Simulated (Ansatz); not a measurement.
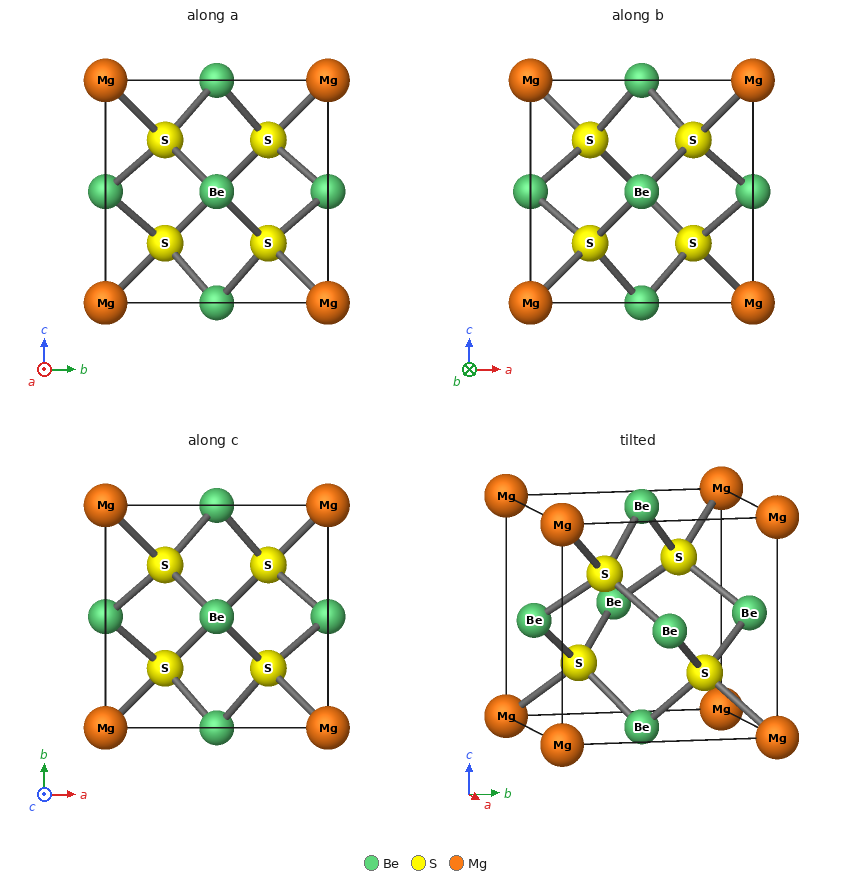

Crystal structure, ball-and-stick style, seen along the a axis, along the b axis, along the c axis and slightly off an axis. Atoms at the boundary of the conventional unit cell (the box) are drawn once for each face, edge or corner they touch.

Lattice parameters: a = 5.079 Å, b = 5.079 Å, c = 5.079 Å, α = 90.00°, β = 90.00°, γ = 90.00°.

Express the structure as a table of Wyckoff sites, with free fractional coordinates to two decimals.

Space group P-43m (No. 215).
```csv
atom,site,x,y,z
Be,3c,0.00,0.50,0.50
S,4e,0.27,0.73,0.73
Mg,1a,0.00,0.00,0.00
```

The structure comes from a structure type filled with these elements by a generator (whether the compound takes this form wasn't checked). Earlier steps of the study, as a rule a relaxation of our own, may have changed the cell and positions, so they can lie some per cent off the listed ones. Ansatz was used for an electronic-structure calculation on it.
